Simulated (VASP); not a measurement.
# A VASP study of HfN (PBE + D3(BJ)): structure first, properties next, part 2 of 4

Wanted: the relaxed cell of HfN and its properties. The start is a cell from a database of measured crystal structures.

VASP 6.6.1; PBE with D3(BJ); plane waves and PAW (Hf_pv, N).

Still holding for the runs below: This run has no spin polarisation. Its electron count is odd, so without a moment it is a metal by construction. The k-mesh is coarse for a metal.

So far. Step 2 (Full relaxation (PBE + D3(BJ))): It ends with forces that vanish by symmetry and a pressure of 0.03 GPa. The volume lies -2.9 % from that of the database's start, which holds the thermal and zero-point expansion of its experiment. Step 3 (Second relaxation): It ends with forces that vanish by symmetry and a pressure of 0.02 GPa. The volume moved by under 0.01 %: the run met its threshold at the first step. The relaxed cell has a = 4.505 Å (conventional setting).

**4. Single point with fields (PBE + D3(BJ))**

The relaxed cell gets a fresh self-consistent run, on a basis set for its own volume, to fix the density and to check the remaining stress.

INCAR reads:

```
SYSTEM = HfN
PREC = Accurate
ENCUT = 520
EDIFF = 1E-06
NELM = 100
ISMEAR = 0
SIGMA = 0.05
LREAL = .FALSE.
ALGO = Normal
GGA = PE
IVDW = 12
NBANDS = 13
LASPH = .TRUE.
LORBIT = 11
LWAVE = .FALSE.
LCHARG = .TRUE.
ISIF = 2
LELF = .TRUE.
LVHAR = .TRUE.
```

POSCAR reads:

```
HfN
1.0
    0.0000000000      2.2525383117      2.2525383117
    2.2525383117      0.0000000000      2.2525383117
    2.2525383117      2.2525383117      0.0000000000
Hf N
1 1
Direct
    0.0000000000      0.0000000000      0.0000000000
    0.5000000000      0.5000000000      0.5000000000
```

KPOINTS reads:

```
Automatic mesh
0
Gamma
7 7 7
0 0 0
```

Potentials, in the order of the species: Hf_pv and N (PBE family, release 64).

Command:

```console
$ mpirun -np 2 vasp_std
```

Log:

```text
[banner, memory and clock lines left out]
running    2 mpi-ranks, on    1 nodes
 distrk:  each k-point on    2 cores,    1 groups
 distr:  one band on    1 cores,    2 groups

 POSCAR found type information on POSCAR HfN
 POSCAR found :  2 types and       2 ions
 LDA part: xc-table for (Slater+PW92), standard interpolation
|                                                                             |
|           W    W    AA    RRRRR   N    N  II  N    N   GGGG   !!!           |
|           W    W   A  A   R    R  NN   N  II  NN   N  G    G  !!!           |
|           W    W  A    A  R    R  N N  N  II  N N  N  G       !!!           |
|           W WW W  AAAAAA  RRRRR   N  N N  II  N  N N  G  GGG   !            |
|           WW  WW  A    A  R   R   N   NN  II  N   NN  G    G                |
|           W    W  A    A  R    R  N    N  II  N    N   GGGG   !!!           |
|                                                                             |
|     The number of bands has been changed from the values supplied in        |
|     The orbitals not found in the WAVECAR file will be initialized with     |
|     random numbers, which is usually adequate. For correlated               |
|     calculations, however, you should redo the groundstate calculation.     |
|     I found NBANDS = 13. Now, NBANDS = 14.                                  |
|                                                                             |

 POSCAR, INCAR and KPOINTS ok, starting setup
 FFT: planning ... GRIDC
 FFT: planning ... GRID_SOFT
 FFT: planning ... GRID
 WAVECAR not read
 entering main loop
       N       E                     dE             d eps       ncg     rms          rms(c)
DAV:   1     0.413174931187E+02    0.41317E+02   -0.77597E+03   560   0.100E+03
DAV:   2    -0.227180821647E+02   -0.64036E+02   -0.59692E+02   742   0.245E+02
DAV:   3    -0.247197467232E+02   -0.20017E+01   -0.19940E+01   638   0.356E+01
DAV:   4    -0.247271942318E+02   -0.74475E-02   -0.74469E-02   650   0.253E+00
DAV:   5    -0.247272396752E+02   -0.45443E-04   -0.45444E-04   650   0.167E-01    0.499E+01
DAV:   6    -0.218349665616E+02    0.28923E+01   -0.83087E+00   602   0.223E+01    0.423E+01
DAV:   7    -0.217562163874E+02    0.78750E-01   -0.46249E-01   680   0.606E+00    0.269E+01
DAV:   8    -0.217348284590E+02    0.21388E-01   -0.10335E-01   644   0.280E+00    0.610E+00
DAV:   9    -0.217294275995E+02    0.54009E-02   -0.13888E-02   650   0.963E-01    0.195E+00
DAV:  10    -0.217293738953E+02    0.53704E-04   -0.93391E-04   722   0.295E-01    0.434E-01
DAV:  11    -0.217293440324E+02    0.29863E-04   -0.65930E-05   656   0.802E-02    0.108E-01
DAV:  12    -0.217293422676E+02    0.17649E-05   -0.71061E-06   736   0.226E-02    0.135E-02
DAV:  13    -0.217293421130E+02    0.15453E-06   -0.16366E-07   382   0.417E-03
   1 F= -.22508708E+02 E0= -.22507533E+02  d E =-.234970E-02
```

The job ended after 6.2 s (2 MPI ranks of Intel Xeon Platinum 8259CL at 2.50GHz (Skylake/Cascade Lake), shared host; peak memory 0.25 GiB; 9 s of CPU time).

From OUTCAR (step 4):

```text
The static configuration has the point symmetry O_h .

 Found     20 irreducible k-points:

   k-points           NKPTS =     20   k-points in BZ     NKDIM =     20   number of bands    NBANDS=     14

   NELECT =      15.0000    total number of electrons

 E-fermi :   8.7417

 k-point     1 :       0.0000    0.0000    0.0000
  band No.  band energies     occupation
    ...
      6       5.4111      2.00000
      7       5.4111      2.00000
      8       8.1151      2.00000
      9       8.1151      2.00000
     10       8.1151      2.00000
     11      10.3370      0.00000
     12      10.4572      0.00000
     13      10.4572      0.00000
     14      18.0501      0.00000

 k-point     2 :       0.1429    0.0000    0.0000
  band No.  band energies     occupation
    ...
      6       4.4450      2.00000
      7       4.4450      2.00000
      8       8.4845      2.00000
      9       8.7449      0.92653
     10       8.7449      0.92653
     11      11.6270      0.00000
     12      11.8542      0.00000
     13      11.8542      0.00000
     14      19.5501      0.00000

 Edisp (eV)   -0.77937

  Total       0.00339     0.00339     0.00339     0.00000    -0.00000     0.00000
  in kB       0.23736     0.23736     0.23736     0.00000    -0.00000     0.00000
  external pressure =        0.24 kB  Pullay stress =        0.00 kB

 POSITION                                       TOTAL-FORCE (eV/Angst)
 -----------------------------------------------------------------------------------
      0.00000      0.00000      0.00000        -0.000000      0.000000      0.000000
      2.25254      2.25254      2.25254         0.000000     -0.000000     -0.000000
 -----------------------------------------------------------------------------------
    total drift:                                0.000000     -0.000000     -0.000000

  FREE ENERGIE OF THE ION-ELECTRON SYSTEM (eV)
  ---------------------------------------------------
  free  energy   TOTEN  =       -22.5087082467 eV

  energy  without entropy=      -22.5063585421  energy(sigma->0) =      -22.50753339

[... 8 parts as in an earlier step ...]

[... 5 further parts left out ...]
```

Numbers from this step:

* SCF cycles: 13
* bands: 14
* pressure: 0.02374 GPa

Valence electrons inside each PAW sphere by angular momentum. Sphere charges, by row:

| atom | s (e) | p (e) | d (e) | tot (e) |
| --- | --- | --- | --- | --- |
| Hf1 | 0.294 | 6.582 | 1.78 | 8.655 |
| N2 | 1.235 | 2.516 | 0 | 3.751 |

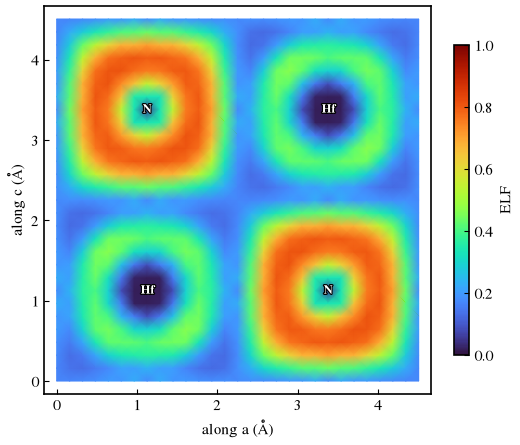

ELF in the ac plane of the conventional cell at fractional y = 0.000, with atoms of Hf and N within 0.2 Å of it. It is the smooth field of the valence electrons, not physical close to the nuclei. The map starts off the cell's origin, so that atoms lie inside it.

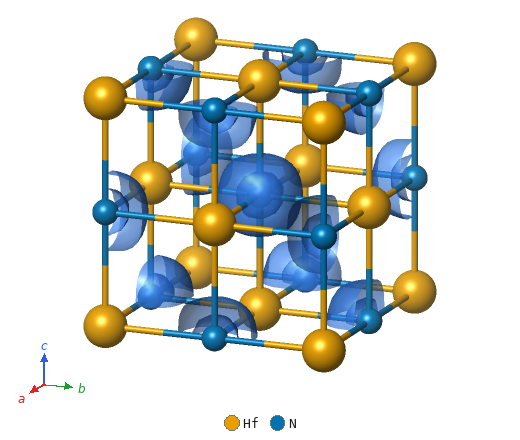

Surface of ELF = 0.74.

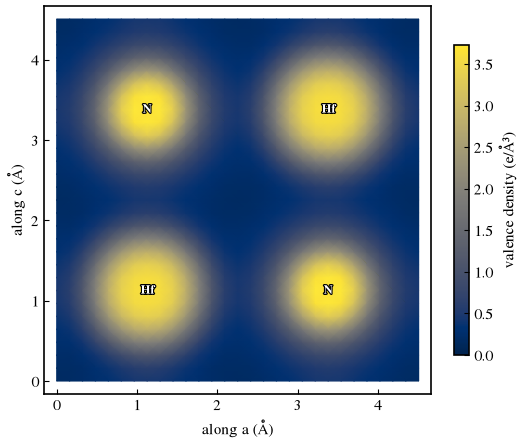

Valence density in the ac plane of the conventional cell at fractional y = 0.000, with atoms of Hf and N within 0.2 Å of it. It is the smooth field of the valence electrons, not physical close to the nuclei. The map starts off the cell's origin, so that atoms lie inside it.

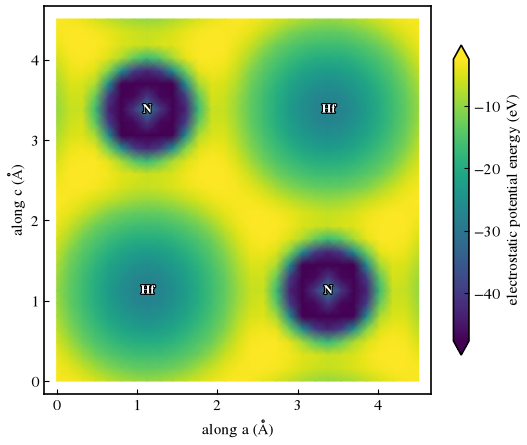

Electrostatic potential energy in the ac plane of the conventional cell at fractional y = 0.000, with atoms of Hf and N within 0.2 Å of it. With pseudopotentials it is smooth inside the atoms' cores, unlike the true potential. The map starts off the cell's origin, so that atoms lie inside it.

In this run the pressure is 0.02 GPa, small enough to go on.

**5. Band structure (PBE + D3(BJ))**

The mesh alone shows little of the dispersion and can miss band extrema, so KPOINTS_OPT adds a path through the symmetry points after the self-consistent cycle.

INCAR reads:

```
SYSTEM = HfN
PREC = Accurate
ENCUT = 520
EDIFF = 1E-06
NELM = 100
ISMEAR = 0
SIGMA = 0.05
LREAL = .FALSE.
ALGO = Normal
GGA = PE
IVDW = 12
NBANDS = 19
LASPH = .TRUE.
LORBIT = 11
LWAVE = .FALSE.
LCHARG = .FALSE.
KPAR = 2
```

POSCAR is that of step 4.

KPOINTS is that of step 4.

KPOINTS_OPT reads:

```
Line mode
16
Line-mode
Reciprocal
  0.00000000   0.00000000   0.00000000 GAMMA
  0.50000000   0.00000000   0.50000000 X

  0.50000000   0.00000000   0.50000000 X
  0.50000000   0.25000000   0.75000000 W

  0.50000000   0.25000000   0.75000000 W
  0.37500000   0.37500000   0.75000000 K

  0.37500000   0.37500000   0.75000000 K
  0.00000000   0.00000000   0.00000000 GAMMA

  0.00000000   0.00000000   0.00000000 GAMMA
  0.50000000   0.50000000   0.50000000 L

  0.50000000   0.50000000   0.50000000 L
  0.62500000   0.25000000   0.62500000 U

  0.62500000   0.25000000   0.62500000 U
  0.50000000   0.25000000   0.75000000 W

  0.50000000   0.25000000   0.75000000 W
  0.50000000   0.50000000   0.50000000 L

  0.50000000   0.50000000   0.50000000 L
  0.37500000   0.37500000   0.75000000 K

  0.62500000   0.25000000   0.62500000 U
  0.50000000   0.00000000   0.50000000 X
```

Command:

```console
$ mpirun -np 2 vasp_std
```

Log:

```text
[... set-up lines as in an earlier step ...]
 entering main loop
       N       E                     dE             d eps       ncg     rms          rms(c)
DAV:   1     0.435500655063E+02    0.43550E+02   -0.71761E+03   760   0.743E+02
DAV:   2    -0.226734675069E+02   -0.66224E+02   -0.61850E+02   960   0.208E+02
DAV:   3    -0.247220560485E+02   -0.20486E+01   -0.20319E+01   876   0.280E+01
DAV:   4    -0.247272304980E+02   -0.51744E-02   -0.51740E-02   882   0.159E+00
DAV:   5    -0.247272400985E+02   -0.96005E-05   -0.96010E-05   882   0.677E-02    0.499E+01
DAV:   6    -0.218362191088E+02    0.28910E+01   -0.62330E+00   823   0.164E+01    0.426E+01
DAV:   7    -0.217567930071E+02    0.79426E-01   -0.40200E-01   832   0.452E+00    0.269E+01
DAV:   8    -0.217344335262E+02    0.22359E-01   -0.86979E-02   819   0.215E+00    0.569E+00
DAV:   9    -0.217294179223E+02    0.50156E-02   -0.10249E-02   840   0.720E-01    0.199E+00
DAV:  10    -0.217293748512E+02    0.43071E-04   -0.73126E-04   837   0.224E-01    0.515E-01
DAV:  11    -0.217293429129E+02    0.31938E-04   -0.48966E-05   835   0.625E-02    0.975E-02
DAV:  12    -0.217293422237E+02    0.68916E-06   -0.69800E-06   845   0.176E-02
   1 F= -.22508708E+02 E0= -.22507534E+02  d E =-.234929E-02
 Start KPOINTS_OPT (optional k-point list driver)
k-point batch [1-20\160]
       N       E                     dE             ncg
DAV:   1    -0.131849572206E+04   -0.99349E+04      760
DAV:   2    -0.249169245791E+04   -0.11732E+04      931
DAV:   3    -0.252365460246E+04   -0.31962E+02      897
DAV:   4    -0.252373181496E+04   -0.77212E-01      856
DAV:   5    -0.252373199113E+04   -0.17617E-03      896
DAV:   6    -0.252373199177E+04   -0.64732E-06      712
[...]
k-point batch [141-160\160]
       N       E                     dE             ncg
DAV:   1    -0.132756421686E+04   -0.14849E+05      760
DAV:   2    -0.257865137897E+04   -0.12511E+04      882
DAV:   3    -0.261528532023E+04   -0.36634E+02      856
DAV:   4    -0.261537657713E+04   -0.91257E-01      813
DAV:   5    -0.261537678448E+04   -0.20735E-03      857
DAV:   6    -0.261537678537E+04   -0.88698E-06      722
```

Run time: 14 s. Hardware: 2 MPI ranks; peak memory 0.29 GiB.

From OUTCAR (step 5):

```text
   k-points           NKPTS =     20   k-points in BZ     NKDIM =     20   number of bands    NBANDS=     19

   NELECT =      15.0000    total number of electrons

 E-fermi :   8.7416

 k-point     1 :       0.0000    0.0000    0.0000
  band No.  band energies     occupation
    ...
      6       5.4111      2.00000
      7       5.4111      2.00000
      8       8.1150      2.00000
      9       8.1150      2.00000
     10       8.1150      2.00000
     11      10.3369      0.00000
     12      10.4571      0.00000
     13      10.4571      0.00000
     14      18.0502      0.00000
     15      20.7369      0.00000
    ...

 Edisp (eV)   -0.77937

  Total       0.00626     0.00626     0.00626     0.00000    -0.00000     0.00000
  in kB       0.43894     0.43894     0.43894     0.00000    -0.00000     0.00000
  external pressure =        0.44 kB  Pullay stress =        0.00 kB

 POSITION                                       TOTAL-FORCE (eV/Angst)
 -----------------------------------------------------------------------------------
      0.00000      0.00000      0.00000        -0.000000      0.000000     -0.000000
      2.25254      2.25254      2.25254         0.000000      0.000000      0.000000
 -----------------------------------------------------------------------------------
    total drift:                                0.000000     -0.000000     -0.000000

  FREE ENERGIE OF THE ION-ELECTRON SYSTEM (eV)
  ---------------------------------------------------
  free  energy   TOTEN  =       -22.5087083574 eV

  energy  without entropy=      -22.5063590649  energy(sigma->0) =      -22.50753371

[... 8 parts as in an earlier step ...]

[... 8 further parts left out ...]
```

Spin-orbit coupling is off here; with elements this heavy it splits and shifts levels by tenths of an eV or more.

This step gave:

```yaml
scf_cycles: 12
bands: 19
pressure: 0.04389 GPa
```

The electronic bands at the labelled points (eV, zero at the Fermi level; # counts the bands kept, so #1 is VASP's band 5):

| point | #1 | #2 | #3 | #4 | #5 | #6 | #7 | #8 |
| --- | --- | --- | --- | --- | --- | --- | --- | --- |
| Γ | -3.33 | -3.33 | -3.33 | -0.63 | -0.63 | -0.63 | 1.60 | 1.72 |
| X | -5.70 | -4.12 | -3.99 | -3.99 | 3.87 | 5.32 | 5.32 | 5.41 |
| W | -6.49 | -5.77 | -5.77 | 0.85 | 0.85 | 5.34 | 5.35 | 5.97 |
| K | -6.66 | -5.82 | -5.27 | -1.14 | 3.63 | 4.23 | 5.83 | 6.45 |
| Γ | -3.33 | -3.33 | -3.33 | -0.63 | -0.63 | -0.63 | 1.60 | 1.72 |
| L | -9.22 | -6.51 | -6.51 | 3.04 | 3.47 | 3.47 | 4.19 | 8.66 |
| U | -6.66 | -5.82 | -5.27 | -1.14 | 3.63 | 4.23 | 5.83 | 6.45 |
| W | -6.49 | -5.77 | -5.77 | 0.85 | 0.85 | 5.34 | 5.35 | 5.97 |
| L | -9.22 | -6.51 | -6.51 | 3.04 | 3.47 | 3.47 | 4.19 | 8.66 |
| K | -6.66 | -5.82 | -5.27 | -1.14 | 3.63 | 4.23 | 5.83 | 6.45 |
| jump to U | -6.66 | -5.82 | -5.27 | -1.14 | 3.63 | 4.23 | 5.83 | 6.45 |
| X | -5.70 | -4.12 | -3.99 | -3.99 | 3.87 | 5.32 | 5.32 | 5.41 |

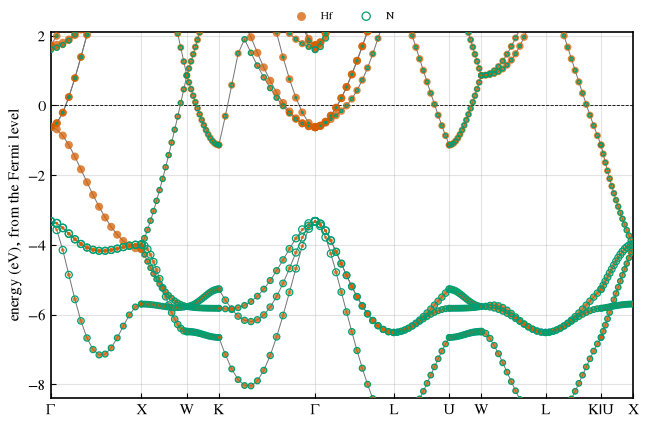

Electronic bands along the path; dots are coloured as in the legend, and their area grows with the weight.

There is no gap at this level.

[end of part 2 of 4]

[Lines on the potential files, build, host, timing and source positions are cut from VASP's logs without a mark.]

[Logs are printed without paths, hosts, clocks, repeated set-up lines and the standing remarks that a program may print on its own settings, such as how far it seeks lower states.]

[Hosts, paths, dates, database ids (printed as entryN), source tags and the programs' standing remarks are cut or masked in the printed files.]

[A measured line is paired with the nearest computed mode of its activity, which favours agreement.]
